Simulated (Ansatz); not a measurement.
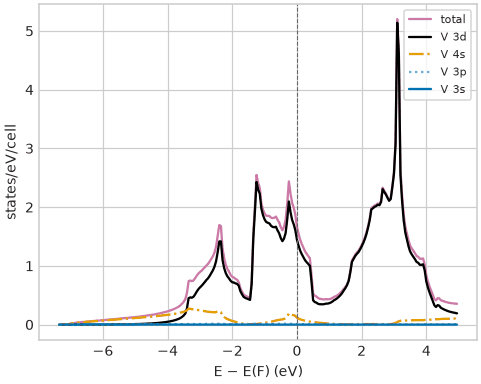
Figure: Total and projected density of states of V (bcc (W type), Im-3m), the program Ansatz at the r²SCAN level (PAW)

Task: Which orbitals carry the states next to the Fermi level?

Result: Within 0.5 eV of the Fermi level: V 3d 87 %, V 4s 7 %, outside the projected shells 6 %. Projections are on Löwdin-orthogonalised atomic valence shells; empty p or d shells of many metals are not among them.

Task: Where is the tallest occupied peak in this window, and what makes it?

Result: Near -1.2 eV, about 2.5 states/eV per cell; the largest projected share is V 3d.

Symmetry was held in the r²SCAN relaxation. The workflow began spin-polarised and lost its moments.

Potentials: the earlier of the program's two PAW sets.
